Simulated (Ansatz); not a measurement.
# ClF₃Ti: what the fields show

Input file:

```
crystal:
  periodic: [false, false, false]
  atoms:
    - { symbol: Ti, position_ang: [0.0, 0.0, 0.0] }
    - { symbol: Cl, position_ang: [0.0, 0.0, 2.37] }
    - { symbol: F, position_ang: [1.7257, 0.0, -0.6094] }
    - { symbol: F, position_ang: [-0.8619, 1.4933, -0.6094] }
    - { symbol: F, position_ang: [-0.8619, -1.4933, -0.6094] }
basis:
  gaussian: { orbitals: def2-SVP }
hamiltonian:
  xc: pbe
relax:
  f_tol: 0.02
  max_steps: 40
output:
  orbitals: {}
```

Launched as:

```sh
ansatz run input.yaml --threads 1 --pin off --max-ram 2048MiB --backend cpu --events-out ev --progress --plain --runs-dir out
```

The fields are those of the run's last geometry, not of the input's.

Theory: RKS PBE/def2-SVP (Ansatz).

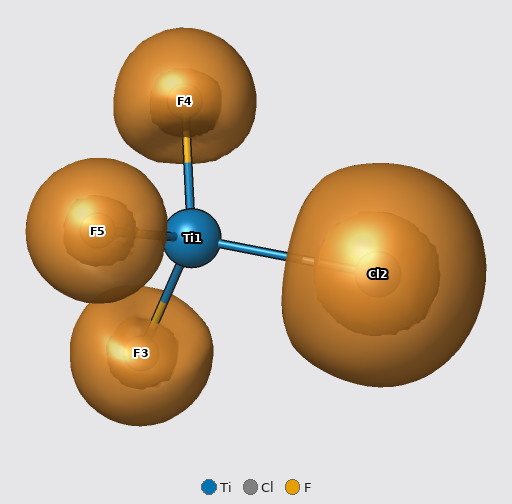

Figure 1. Isosurface of the electron localisation function at 0.75 (orange), seen at a tilt. Core shells and regions of very low density are left out.

**Where are the electrons localised?**

The surface consists of one region wrapped around Cl (its valence shell) and three regions wrapped around F (the valence shell of each). Along the contacts the grid gives the following. Ti–F (1.74 Å): the ELF peaks at about 0.80 in the valence shell of F, 0.5 Å from its nucleus, and drops to about 0.20 between the two atoms. Ti–Cl (2.19 Å): the ELF peaks at about 0.80 in the valence shell of Cl, 0.8 Å from its nucleus, and is about 0.35 at the midpoint.

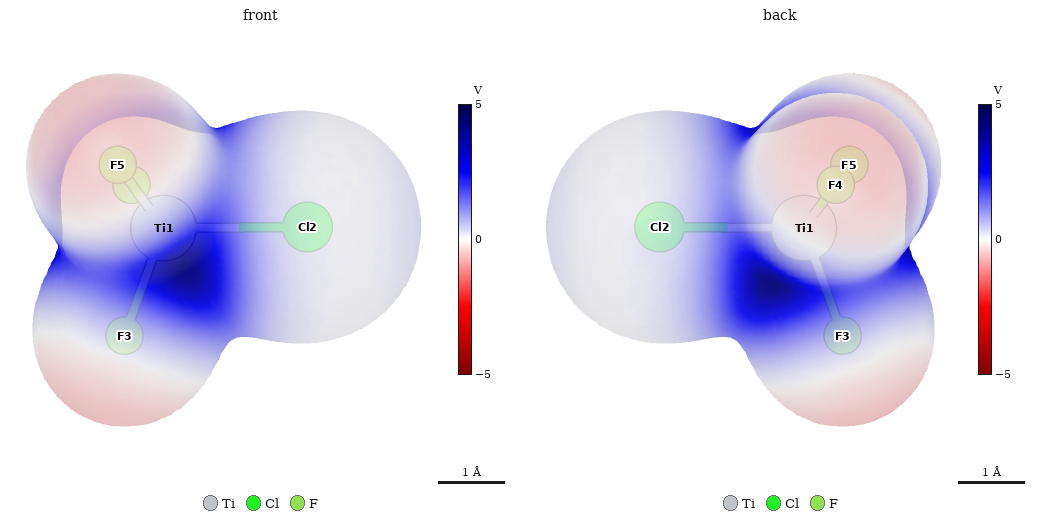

Figure 2. The electrostatic potential painted on the density surface at 0.004 e/bohr³, seen from the front and from behind; red is negative and blue positive.

**Where is the surface potential most negative and most positive?**

The most negative region (about −0.5 V, or −12 kcal/mol for a unit charge) lies over F3, F4 and F5, the most positive (about +4.3 V, or +99 kcal/mol for a unit charge) over Ti1.

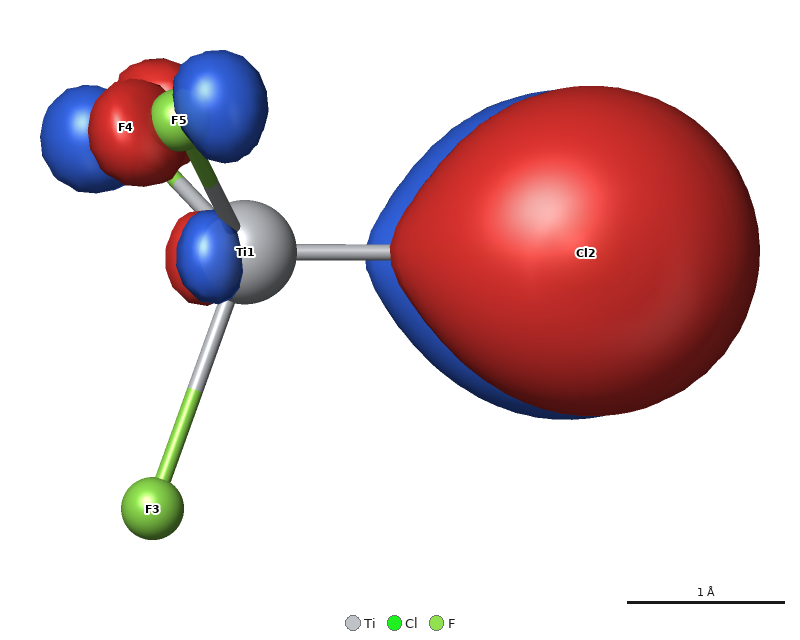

Figure 3. The HOMO at ±0.15 Å⁻³ᐟ² (blue and red are the two phases), seen across its widest extent.

**Where does this orbital lie, and at what energy?**

It lies mainly on Cl2 (about 85 %) and Ti1 (about 10 %); largely a lone pair of Cl2. It is one of a degenerate set, so its orientation is arbitrary. Its energy is −8.45 eV.

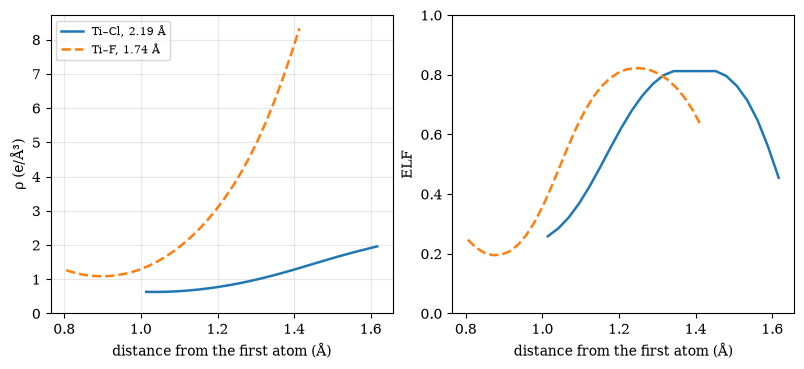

Figure 4. Total electron density and ELF along straight lines between neighbouring atoms. The curves leave out the atomic cores.

**What can be read from the curves?**

Ti–Cl (2.19 Å): the density is about 0.65 e/Å³ at the midpoint; the ELF peaks at about 0.80 in the valence shell of Cl, 0.8 Å from its nucleus, and is about 0.35 at the midpoint.
Ti–F (1.74 Å): ρ is about 1.1 e/Å³ halfway; the ELF peaks at about 0.80 in the valence shell of F, 0.5 Å from its nucleus, and drops to about 0.20 between the two atoms.
